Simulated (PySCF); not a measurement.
## C6H10OS (charge +1): EPR calculation

The run: EPR calculation of C6H10OS, charge +1, multiplicity 2. Method and program: UKS B3LYP, pcH-1 on C H O S, non-relativistic, mean-field spin-orbit, GIAO (PySCF 2.14.0).

It belongs to a series of runs on one base structure; here: electron removed.

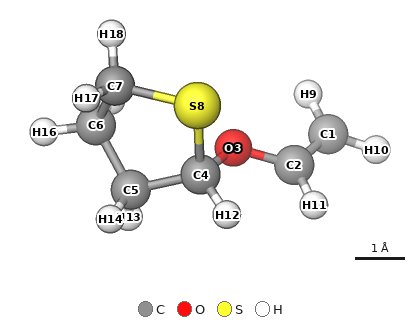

Fig. 1: The input geometry (ball-and-stick view, seen at a tilt; atoms are numbered from 1 in the order of the input). Bond lengths as drawn: C–C 1.34 to 1.52 Å, C–H 1.07 to 1.09 Å, C–O 1.34 to 1.40 Å and C–S 1.81 to 1.85 Å.

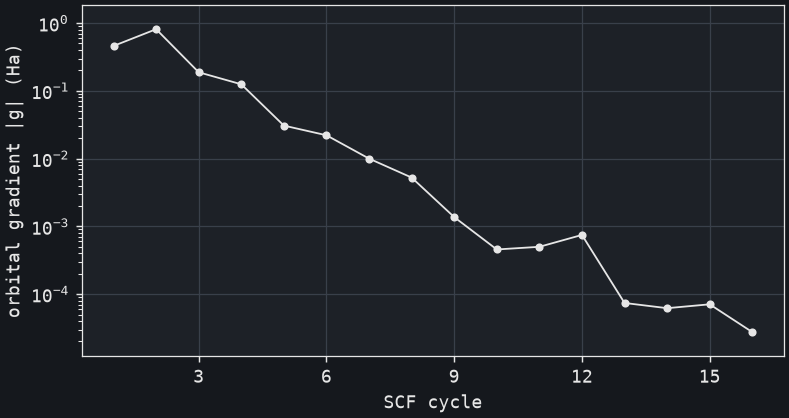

Fig. 2: Convergence of the self-consistent field: orbital gradient |g| against the SCF cycle. All cycles printed in the log are drawn one after another.

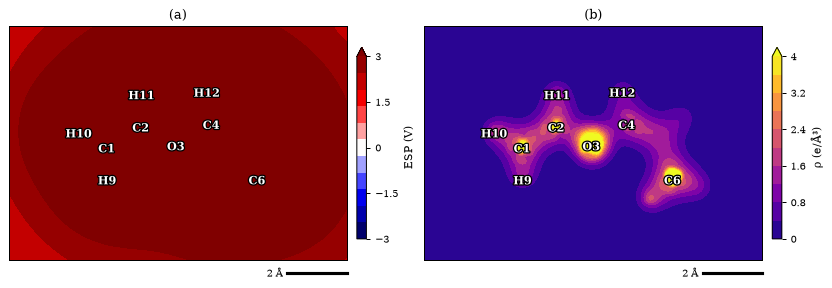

Fig. 3: (a) electrostatic potential; (b) electron density on the plane of atoms O3, C2 and H11. The section cuts through C, O and H sites. C–O (1.40 Å): ρ at the midpoint is about 2 e/Å³. The potential has no marked negative region in this plane.

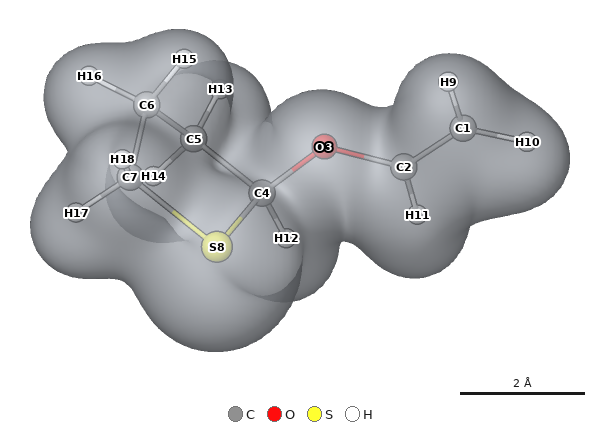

Fig. 4: Isosurface of the electron density at 0.1 e/Å³ (grey), seen from the side. At this value the surface is in one piece. On the grid the lowest density along these lines, outside the cores, is 1.5 e/Å³ (C–O, 1.34 Å), 1.8 e/Å³ (C–C, 1.34 Å), 1.1 e/Å³ (C–S, 1.81 Å) and 1.3 e/Å³ (C–H, 1.07 Å).

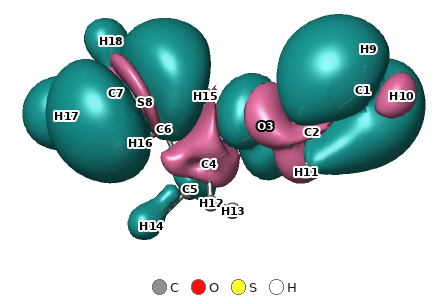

Fig. 5: Isosurfaces of the spin density at +0.004 (teal) and −0.004 e/Å³ (pink), seen at an oblique angle. The unpaired spin (1 electron) lies mostly on S8 (about 0.4), C1 (about 0.2) and O3 (about 0.2), in electrons by Hirshfeld's partition.

The input and output of the run follow.

### The input
```
{"job": {"kind": "epr", "basis": "pcH-1"}, "charge": 1, "multiplicity": 2}
C      3.337386     0.447011    -0.554108
C      2.330793    -0.335436    -0.137836
O      1.058733    -0.002409    -0.391718
C      0.007406    -0.727751     0.171965
C     -1.127962    -0.937568    -0.817596
C     -1.809645     0.413967    -0.994019
C     -2.025591     0.989336     0.397966
S     -0.638301     0.466740     1.429796
H      3.146387     1.374800    -1.066067
H      4.359645     0.153668    -0.402357
H      2.498218    -1.267198     0.394479
H      0.348767    -1.641786     0.666414
H     -0.737301    -1.316314    -1.762001
H     -1.822733    -1.671553    -0.407923
H     -1.165912     1.080362    -1.570459
H     -2.757047     0.315617    -1.521607
H     -2.925920     0.588228     0.870977
H     -2.085682     2.076603     0.417678
```

The first line tells a small driver script what to run in PySCF; the rest is the geometry in Å.

Launched with:
```bash
OMP_NUM_THREADS=1 python <driver script> task.json out
```

### Output
```
UKS, coarse grid
  cycle   1  E = -707.69011323  |g| = 4.60e-01
  cycle   2  E = -707.45540411  |g| = 8.13e-01
  cycle   3  E = -707.75387149  |g| = 1.88e-01
  cycle   4  E = -707.76934839  |g| = 1.25e-01
  cycle   5  E = -707.77908131  |g| = 3.07e-02
  cycle   6  E = -707.77920043  |g| = 2.21e-02
  cycle   7  E = -707.77950178  |g| = 1.00e-02
  cycle   8  E = -707.77956251  |g| = 5.25e-03
  cycle   9  E = -707.77958816  |g| = 1.37e-03
  cycle  10  E = -707.77959042  |g| = 4.56e-04
UKS, final grid
  cycle   1  E = -707.77961332  |g| = 4.99e-04
  cycle   2  E = -707.77961322  |g| = 7.47e-04
  cycle   3  E = -707.77961348  |g| = 7.40e-05
  cycle   4  E = -707.77961349  |g| = 6.20e-05
  cycle   5  E = -707.77961349  |g| = 7.07e-05
  cycle   6  E = -707.77961350  |g| = 2.75e-05
E = -707.77961350 Eh   <S^2> = 0.7589 (exact 0.7500)
g shifts (ppm)      1          2          3
  rmc          -244       -244       -244
  gc             14         44         41
  oz_so        1406       8552      15405
  total        1177       8352      15202
hyperfine (MHz)  atom isotope    a_iso     a_fc   dipolar eigenvalues
    0   13C      23.08      23.14    -26.60    -25.92     52.52
    1   13C     -18.44     -18.49     -4.76     -0.03      4.79
    2   17O     -32.80     -32.51    -80.13     39.84     40.28
    3   13C     -16.79     -16.82     -1.24     -0.07      1.31
    4   13C       3.23       3.25     -1.63     -0.53      2.16
    5   13C       3.11       3.10     -1.23     -0.07      1.30
    6   13C      -8.01      -8.22     -2.47     -1.92      4.40
    7   33S      15.59      14.78    -51.36    -49.18    100.54
    8    1H     -20.54     -20.54    -10.69     -2.30     13.00
    9    1H     -21.53     -21.53    -12.77     -1.83     14.61
   10    1H       0.99       0.96     -3.55     -0.11      3.66
   11    1H       0.71       0.71     -3.73      0.40      3.33
   12    1H       1.31       1.30     -2.16     -0.82      2.98
   13    1H      10.34      10.32     -1.64     -0.58      2.22
   14    1H       5.56       5.56     -1.89     -0.78      2.67
   15    1H      -1.45      -1.45     -1.31     -0.79      2.10
   16    1H      74.11      74.11     -3.77     -1.16      4.93
   17    1H      19.07      19.02     -2.41     -1.82      4.23
```

### Results in brief

| quantity | value |
| --- | --- |
| outcome | converged |
| total energy | −707.779613 hartree |
| ⟨S²⟩ | 0.759 |
| isotropic g | 2.0106 |
| hardware | 1 CPU thread, shared host |
| wall time | 2.5 min |
| peak memory | 1.1 GiB |
